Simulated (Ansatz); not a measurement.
**SiCNClF2 (SMILES N#C[Si](F)(F)Cl) at B2PLYP/cc-pVDZ**

What is the energy change on altering one bond length of SiCNClF2 at B2PLYP/cc-pVDZ? 

Program for the calculation: Ansatz 0.2.0.

134 further runs of the same task are left out: 4 that didn't finish, 130 set aside as unsound or not needed. Runs told in other sessions of the task aren't counted.

## (1) The structure to begin with

SiCNClF2 has 6 atoms, charge 0, and is taken as a singlet. SMILES: `N#C[Si](F)(F)Cl`. Geometry: relaxed at PBE0-D4/def2-TZVP.

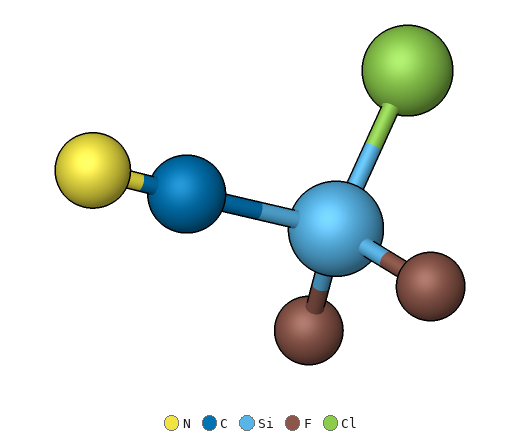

Viewed from a chosen angle; nitrogen yellow, carbon blue, silicon blue, fluorine brown, chlorine green.

## (2) The energy at B2PLYP/cc-pVDZ

The input, run.yaml:

```yaml
crystal:
  periodic: [false, false, false]
  atoms:
    - {symbol: N, position_ang: [1.925400, -1.092200, 1.077400]}
    - {symbol: C, position_ang: [1.030100, -0.609300, 0.540000]}
    - {symbol: Si, position_ang: [-0.394400, 0.176700, -0.290300]}
    - {symbol: F, position_ang: [-1.487900, -0.920300, -0.527700]}
    - {symbol: F, position_ang: [0.087600, 0.719200, -1.679000]}
    - {symbol: Cl, position_ang: [-1.118900, 1.661900, 0.833400]}
basis:
  gaussian:
    orbitals: cc-pVDZ
magnetization:
  spin_polarized: false
hamiltonian:
  xc: {name: B2PLYP}
correlation:
  frozen_orbitals: {C: 1, Cl: 5, F: 1, "N": 1, Si: 5}
accuracy: high
output: {orbitals: {seedname: orbitals}}
```

Launch:

```console
$ ansatz run run.yaml --threads 1 --pin off --max-ram 3480MiB --events-out events.jsonl --progress --plain --runs-dir runs
```

The program printed:

```text
Warning: RAYON_NUM_THREADS=1 ignored (pool sized by the plan → 1); use --threads N
Functional definition: B2PLYP
  name "B2PLYP"
  parameter a = 0.53
  parameter c = 0.27
  exchange = (1 - a)*b88_x + a*exact_x
  correlation = (1 - c)*lyp_c + c*(mp2_os + mp2_ss)
1986 factors; integrals over basis functions are off by at most 3.1e-9 eV
mean field evaluation 1: about -28339.3355 eV, gradient 4.7e1 eV
mean field evaluation 2: about -28339.7501 eV, gradient 4.7e1 eV
mean field evaluation 4: about -28343.7788 eV, gradient 9.6e0 eV
mean field evaluation 8: about -28343.9910 eV, gradient 6.7e-1 eV
mean field evaluation 16: about -28343.9921 eV, gradient 1.1e-4 eV
mean field -28343.99214339 eV, -1041.6224990218 hartree, gradient 6.1e-8 eV, S^2 0.000000; 0 other end points of the search recorded, 0 dependent functions left out
14 core orbitals not correlated: weight in the atoms' cores, before any rotation towards them, 1.000 or more for the frozen orbitals, at most 0.000 for the correlated occupied ones
reference -28343.99216628 eV, -1041.6224998629 hartree; 17, 17 occupied and 61, 61 virtual orbitals, 1986 factors
second order -28.83265460 eV of doubles, -0.00000000 eV of singles
Total energy: -28351.77698302 eV, -1041.9085866014 hartree
```

It took 15 s on 1 thread of Arm Neoverse V1, shared host; peak memory 0.34 GiB.

## (3) The distorted shape, same level

The input, input.yaml:

```yaml
basis:
  gaussian:
    orbitals: cc-pVDZ
crystal:
  periodic: [false, false, false]
  atoms:
    - {symbol: N, position_ang: [1.539796, -1.526205, 2.188372]}
    - {symbol: C, position_ang: [0.644496, -1.043305, 1.650972]}
    - {symbol: Si, position_ang: [-0.780004, -0.257305, 0.820672]}
    - {symbol: F, position_ang: [-1.873504, -1.354305, 0.583272]}
    - {symbol: F, position_ang: [0.087600, 0.719200, -1.679000]}
    - {symbol: Cl, position_ang: [-1.504504, 1.227895, 1.944372]}
hamiltonian:
  xc: {name: B2PLYP}
correlation:
  frozen_orbitals: {C: 1, Cl: 5, F: 1, "N": 1, Si: 5}
accuracy: high
output: {orbitals: {seedname: orbitals}}
```

Launch:

```console
$ ansatz run input.yaml --threads 1 --pin off --max-ram 3480MiB --events-out events.jsonl --progress --plain --runs-dir runs
```

The program printed, shortened:

```text
Warning: RAYON_NUM_THREADS=1 ignored (pool sized by the plan → 1); use --threads N
[... 2 set-up lines as earlier in the session ...]
[...]
1936 factors; integrals over basis functions are off by at most 3.1e-9 eV
[...]
mean field -28338.34038925 eV, -1041.4148008880 hartree, gradient 5.8e-8 eV, S^2 0.000000; 1 other end points of the search recorded, 0 dependent functions left out; unrestricted orbitals would lower it
14 core orbitals not correlated: weight in the atoms' cores, before any rotation towards them, 1.000 or more for the frozen orbitals, at most 0.000 for the correlated occupied ones
reference -28338.34041308 eV, -1041.4148017636 hartree; 17, 17 occupied and 61, 61 virtual orbitals, 1936 factors
second order -30.80013985 eV of doubles, -0.00000000 eV of singles
Total energy: -28346.65645084 eV, -1041.7204105144 hartree
```

Run time: 15 s. Hardware: 1 thread of Arm Neoverse V1, shared host; peak memory 0.39 GiB.

## (4) Results

At B2PLYP/cc-pVDZ, 14 core orbitals frozen:

| quantity | value |
| --- | --- |
| first shape: total energy | -1041.90859 Eh |
| first shape: HOMO energy (SCF part's orbitals) | -11.61 eV |
| first shape: LUMO energy (SCF part's orbitals) | 0.30 eV |
| first shape: HOMO–LUMO gap (SCF part's orbitals) | 11.92 eV |
| distorted shape: total energy | -1041.72041 Eh |
| distorted shape: HOMO energy (SCF part's orbitals) | -9.96 eV |
| distorted shape: LUMO energy (SCF part's orbitals) | -3.78 eV |
| distorted shape: HOMO–LUMO gap (SCF part's orbitals) | 6.18 eV |
| energy change with the Si3–F5 bond stretched from 1.567 to 2.820 Å | 5.121 eV |

With the Si3–F5 bond stretched from 1.567 to 2.820 Å the energy rises by 5.12 eV (494 kJ/mol). The first shape isn't relaxed at this level, so the change isn't measured from a minimum. A restricted reference can't describe the breaking bond well at this length. The restricted solution (distorted shape) is unstable to spin breaking: an unrestricted one lies lower.
